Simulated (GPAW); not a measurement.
Consider Te on a Se site in Cu2Se.

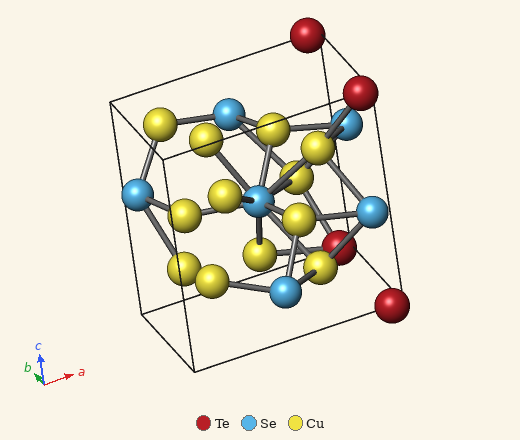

The structure (tellurium red, selenium blue, copper yellow). Bonds to atoms that aren't drawn are left out. Some periodic images of atoms are drawn too.

```
Te Se Cu
1.0
     2.92000    5.84000    2.92000
     5.84000   -2.92000   -2.92000
     2.92000    2.92000   -5.84000
Te Se Cu
1 5 12
Direct
  0.94538 0.99684 0.00053
  0.50622 0.18026 0.16022
  0.98758 0.34038 0.33329
  0.50713 0.49550 0.50066
  0.99823 0.67770 0.65096
  0.49829 0.82277 0.82387
  0.76781 0.26226 0.72925
  0.27112 0.29939 0.92226
  0.76567 0.59530 0.07696
  0.18658 0.80833 0.20425
  0.78557 0.93158 0.40180
  0.27492 0.08077 0.71544
  0.14839 0.42947 0.57039
  0.63280 0.54514 0.78270
  0.14304 0.64849 0.94163
  0.55073 0.85461 0.13890
  0.15671 0.07169 0.35608
  0.62047 0.20063 0.45667
```

Absorber: atom 1, with 7 Cu at 2.56 to 2.67 Å (7-fold; the defect atom itself). Method: GPAW, PBE, excited-electron core hole (neutral cell), 18-atom cell with 7.2 Å between holes, 3×3×3 k points, dipole transitions, Gaussian full width 9.89 eV.

The database entry behind the starting cell is an old determination (1945), so it need not match the best structure at ambient conditions.

Predict the near-edge structure at the Te K edge.

Main maxima up to 19 eV above the zero (height): 6.6 eV (1.18). A K edge sees empty p states on the absorber. 

The Te K spectrum (energy from the lowest empty level; intensity scaled to a mean of 1 over the first 19 eV):

| E (eV) | isotropic | ε ∥ x | ε ∥ y |
| --- | --- | --- | --- |
| -2.0 | 0.40 | 0.41 | 0.37 |
| -0.5 | 0.58 | 0.60 | 0.55 |
| 1.0 | 0.77 | 0.79 | 0.75 |
| 2.5 | 0.95 | 0.97 | 0.94 |
| 4.0 | 1.09 | 1.09 | 1.08 |
| 5.5 | 1.16 | 1.16 | 1.17 |
| 7.0 | 1.18 | 1.16 | 1.20 |
| 8.5 | 1.14 | 1.12 | 1.18 |
| 10.0 | 1.09 | 1.06 | 1.13 |
| 11.5 | 1.02 | 1.00 | 1.07 |
| 13.0 | 0.97 | 0.94 | 1.01 |
| 14.5 | 0.93 | 0.91 | 0.97 |
| 16.0 | 0.91 | 0.89 | 0.94 |
| 17.5 | 0.90 | 0.89 | 0.92 |
| 19.0 | 0.90 | 0.89 | 0.91 |
| 20.5 | 0.90 | 0.90 | 0.91 |
| 22.0 | 0.91 | 0.91 | 0.91 |
| 23.5 | 0.91 | 0.91 | 0.90 |
| 25.0 | 0.89 | 0.90 | 0.87 |

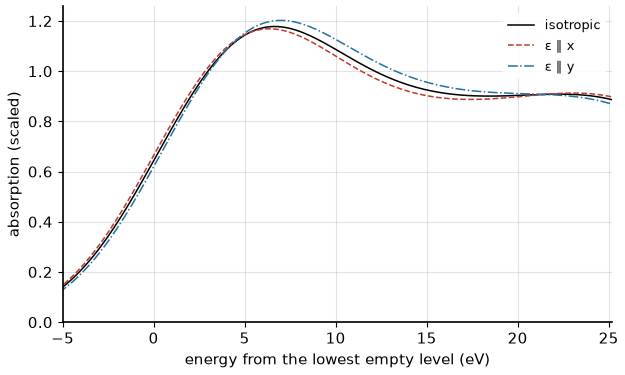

The Te K edge.

The relaxation stopped short of its force goal, so the geometry is provisional. The script folds with a Gaussian, whereas the core hole's own line is a Lorentzian, so the onset is too steep and the first peak too high. The cell shows no gap over 0.35 eV; the host's own band filling, the defect's levels or the functional may be the cause. In so small a cell the defects form an ordered array, and no site is far from one.

[Banner, clock and machine lines of the logs are left out without a mark of their own.]

[Logs are printed without paths, hosts, clocks, repeated set-up lines and the standing remarks that a program may print on its own settings, such as how far it seeks lower states.]

[Hosts, paths, dates, database ids (printed as entryN), source tags and the programs' standing remarks are cut or masked in the printed files.]

[Lists of maxima count a maximum above −3 eV only where it reaches 4 % of the highest in the window and stands out from its surroundings by 2 % of it (1.5 % where it reaches 55 %); shoulders and weaker maxima are passed over, and of the rest the first, up to two pre-edge ones and the few strongest are named.]
